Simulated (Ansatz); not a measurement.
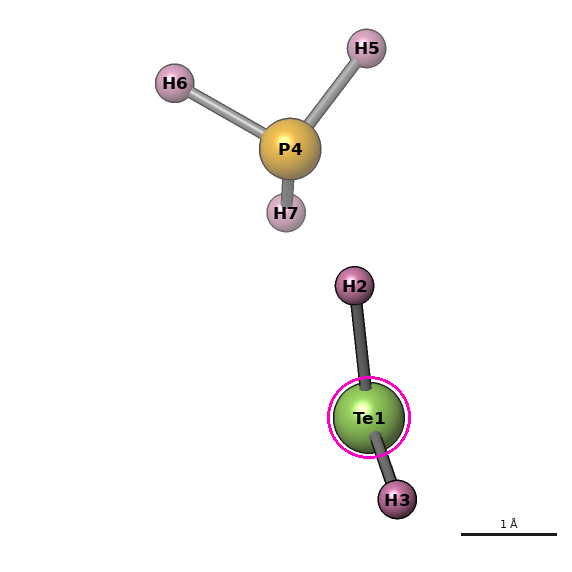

The picture comes from a calculation with Ansatz.

Orthographic view. Depth is shown by fading: the farther an atom, the more it takes the colour of the background. Geometry: a pair of rigid molecules at a changed separation.

### Name the neighbours of the circled atom.

The circled atom is Te1; it is bonded to H2, H3.

### Which atom is farthest from the viewer?

H7, 2.5 Å behind the mean position.

### Which atom is nearest the viewer?

H3, 3.0 Å in front of the mean position.
